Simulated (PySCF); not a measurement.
Consider CH$_{6}$B$_{2}$F$_{2}$Si (SMILES B[SiH](B)C(F)F).

```xyz
12

B     1.6943    0.5424    0.8959
Si    0.2825    0.3093   -0.4424
B    -1.2896    1.4287   -0.0823
C    -0.3406   -1.5555   -0.3659
F    -0.8073   -1.8305    0.8889
F    -1.4014   -1.7481   -1.2059
H     1.7679   -0.1345    1.8453
H     2.4624    1.4182    0.8020
H     0.7639    0.3329   -1.8471
H    -1.4518    2.4428   -0.6405
H    -2.0716    1.1310    0.7338
H     0.3924   -2.3375   -0.6080
```

Geometry: GFN2-xTB.

Method: PySCF 2.14.0, B3LYP/def2-SVPD, SCF density, gas phase.

Predict the electron density and electron localisation function between the atoms.

Answer. C–F (1.37 Å): ρ at the midpoint is about 2.2 e/Å³, with its minimum of 1.7 e/Å³ about 0.5 Å from C; the ELF peaks at about 0.85 between the atoms, as expected for a polar covalent bond.
Si–B (1.96 Å): ρ is about 0.84 e/Å³ halfway; the ELF peaks at about 1 between the atoms, as expected for a shared electron pair.
C–Si (1.97 Å): the density is about 0.88 e/Å³ at the midpoint; the ELF peaks at about 1 between the atoms; localised, covalent bonding.

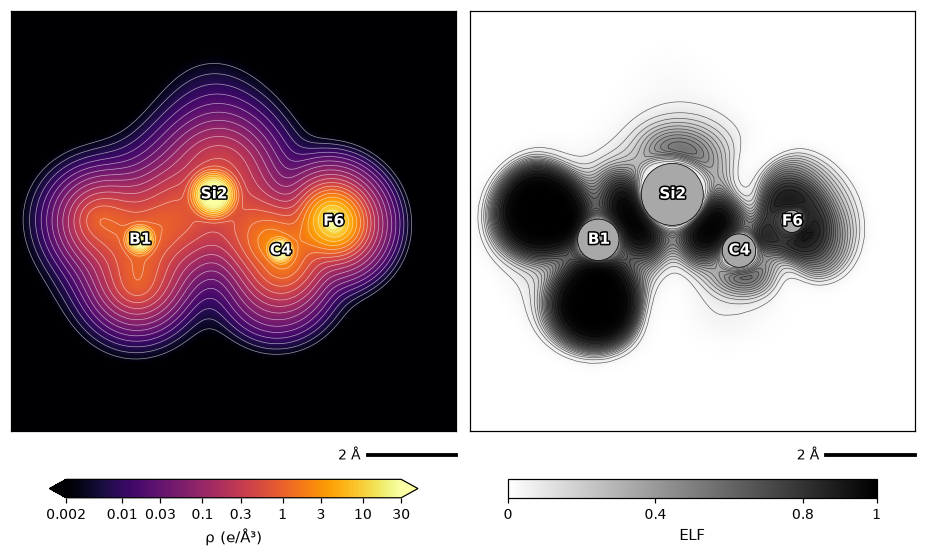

Computed electron density and electron localisation function on the plane of atoms B1, Si2 and C4, in this order. Grey discs cover the atomic cores in the ELF map. 
